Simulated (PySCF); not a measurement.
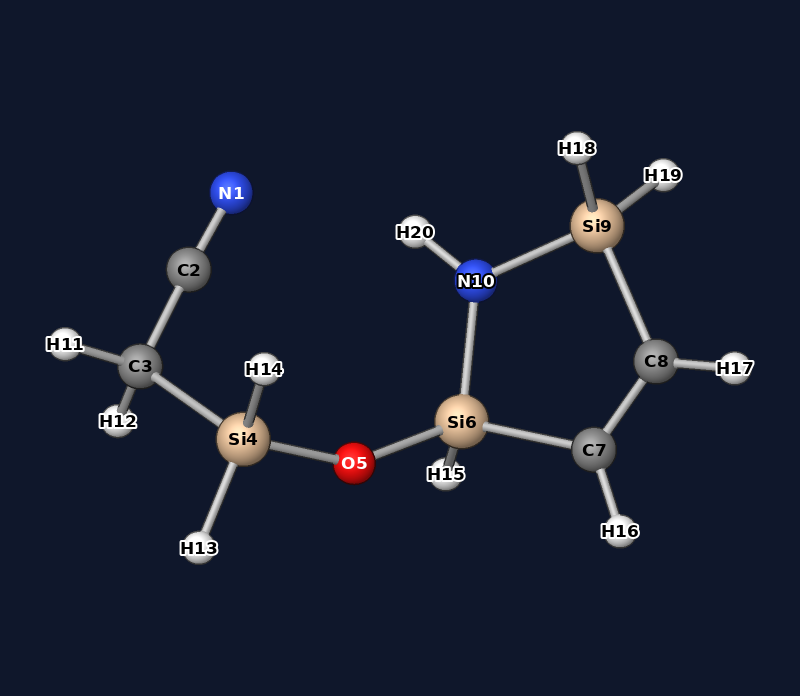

The questions are on isotropic NMR shieldings of the C atoms. Computed geometry: GFN2-xTB optimisation. No frequency run is at hand to confirm it as a minimum. Properties computed with GIAO PBE0/pcSseg-1 NMR shielding, non-relativistic, gas phase (PySCF 2.14.0).

List the isotropic NMR shieldings of the C atoms.

| atom | σ (ppm) |
| --- | --- |
| C2 | 60.9 |
| C3 | 182.4 |
| C7 | 30.3 |
| C8 | 28.5 |

The geometry is semi-empirical. Around Si such bond lengths and angles can be off by a tenth of an ångström or more and by several degrees, and values that hang on the shape move with them.
